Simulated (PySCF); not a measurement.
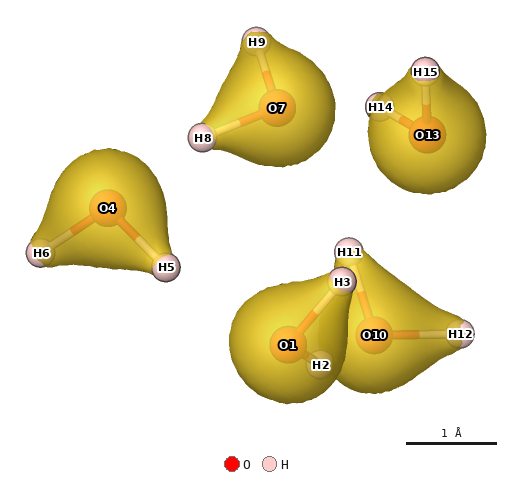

The picture shows: H₁₀O₅ (SMILES O.O.O.O.O). Isosurface of the total electron density at 1.5 e/Å³ (yellow), seen at a tilt.

Geometry: PBE0-D3(BJ)/def2-SVPD.

Computed with wB97M-D3(BJ)/def2-SVPD, SCF density, gas phase in PySCF 2.14.0.

Input

```
{"job": {"kind": "inter", "xc": "wB97M-D3(BJ)", "basis": "def2-SVPD", "pairs": false}, "charge": 0, "multiplicity": 1, "parts": [{"atoms": "0-2", "charge": 0, "multiplicity": 1}, {"atoms": "3-5", "charge": 0, "multiplicity": 1}, {"atoms": "6-8", "charge": 0, "multiplicity": 1}, {"atoms": "9-11", "charge": 0, "multiplicity": 1}, {"atoms": "12-14", "charge": 0, "multiplicity": 1}]}
O      0.443920     0.281609     0.092348
H      0.299683     0.779653    -0.735181
H      1.414834     0.211364     0.126206
O      0.157587     2.267137     1.814789
H      0.148485     1.444082     1.252259
H     -0.758948     2.503201     1.972212
O      1.854503     3.407249     0.180212
H      1.182950     3.146968     0.868582
H      2.138184     4.302505     0.375589
O      0.520151     2.184195    -1.963502
H      1.031783     2.765081    -1.371279
H      1.114630     1.957001    -2.682684
O      3.179471     0.965740     0.008596
H      2.908623     1.895700     0.125416
H      3.842172     0.794902     0.681224
```

Launched as:

```sh
OMP_NUM_THREADS=1 python cluster_run.py task.json out
```

Which contacts does the surface bridge?

At this value the surface falls into five separate pieces. It bridges the sampled O–H (0.96 Å) contacts, where the density stays above the isovalue. It is pinched off along the sampled O···H (1.65 Å) contacts. On the grid the lowest density along these lines, outside the cores, is 0.33 e/Å³ (O···H, 1.65 Å) and 2.4 e/Å³ (O–H, 0.96 Å).
